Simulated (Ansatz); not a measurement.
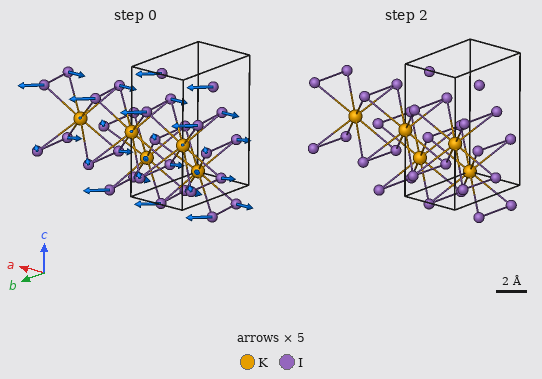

The structure of solid KI₂ (a generated structure, set up in P1) (coarse preliminary run) before (left) and after (right) a relaxation, at one scale. The blue arrows give the displacements (the part carried along by the change of the cell is left out), 5 times their true length.

Style: ball-and-stick. Shown: the cell of the calculation, repeated 2 × 1 × 1 with one cell outlined, from a free direction.

Computed with Ansatz, DFT PBE, scalar-relativistic, plane waves, PAW. Set-up: plane-wave cutoff 420 eV; k-point mesh 6 × 4 × 4; occupations gaussian; smearing width 0.2 eV; no spin polarisation; cell and atoms relaxed; force threshold 0.025 eV/Å; at most 60 steps.

### Describe what moved and what it gained.

The run was cut off at its time limit before the relaxation converged, so the last structure is only a point on the way. The atom that moves furthest relative to the cell is an I atom (0.38 Å along [1 1 0]). Largest moves by element: I 0.38 Å, K 0.10 Å. The volume changes by −1.3 %, with a 4.771 → 4.693 Å (−1.6 %), b 6.665 → 6.577 Å (−1.3 %), c 9.364 → 9.520 Å (+1.7 %), α 92.9° → 92.8°, β 90.6° → 90.1°, γ 88.9° → 90.3°. Some distances before and after: I–I 3.833 → 3.288 Å, I–I 2.886 → 3.290 Å, I–K 3.410 → 3.647 Å, I–K 3.481 → 3.693 Å. Among the angles between lasting bonds that change: K–I–I 74.2° → 65.2°, K–I–K 136.9° → 128.4°, K–I–K 135.8° → 128.0°. The space group stays P1 (No. 1). After 2 geometry steps the energy has fallen by 0.501 eV per cell of the calculation. The largest force component goes from 1.9 to 0.07 eV/Å. Pressure: 1.11 GPa at the start and 0.06 GPa at the end.
